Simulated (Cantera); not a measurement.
Feed: 1 mol SiHCl3, 2.7 mol HCl, a varied amount of N2, held at 1523.15 K and 0.560 bar.

These are equilibrium values from Cantera (NASA tables, ideal gas, pure condensed phases), not measurements of a reactor. Candidate condensed phases: NH4Cl, Si, Si3N4; 28 gas species. The tables' values for SiCl3 are old estimates; treat these amounts as uncertain. The numbers say what is thermodynamically allowed, not how fast it happens.

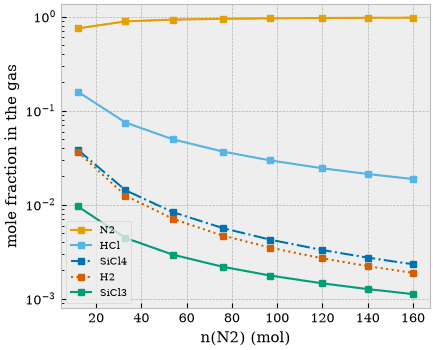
Figure. Equilibrium gas composition (values under 1e-9 drawn at 1e-9)

From 12 mol N2 to 160 mol N2 the condensed part is Si3N4(s). The main Si-bearing gas is SiCl4 throughout.
